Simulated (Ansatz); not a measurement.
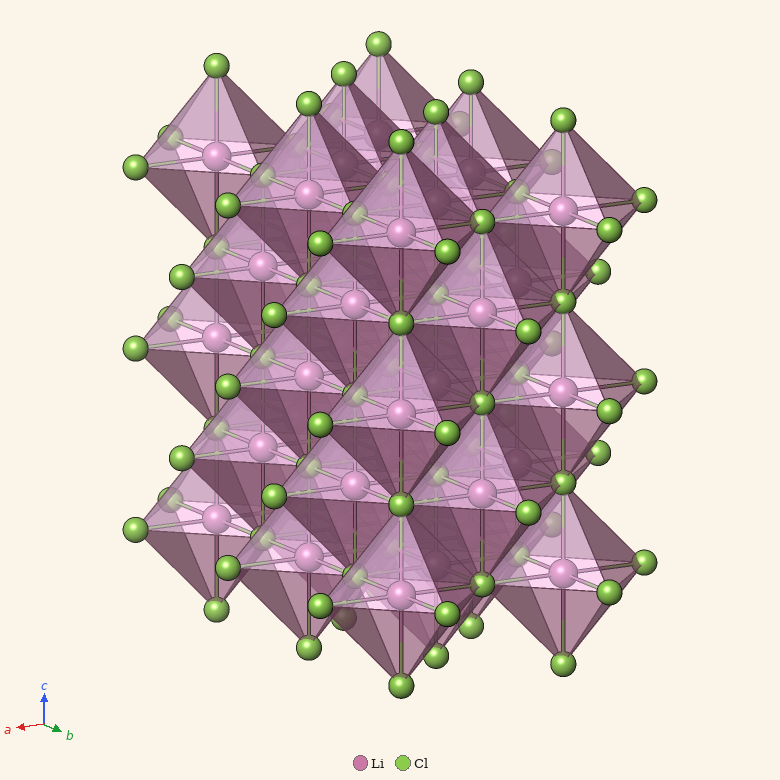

Polyhedra are drawn about Li (bonds: Cl–Li below 2.5 Å); other atoms are plain spheres.

LiCl (space group Fm-3m, No. 225): coordinates from a relaxation (final pressure about 25 GPa) with Ansatz 0.2.0, DFT LDA, scalar-relativistic, plane waves, PAW.

What figure surrounds each Li atom, and what does it share with the other drawn polyhedra?

Li: LiCl6 octahedron, sharing corners with six neighbours and edges with twelve neighbours.

What is the connectivity of the polyhedra: isolated, groups, chains, layers or framework?

They form a three-dimensional framework of corner- and edge-sharing octahedra.
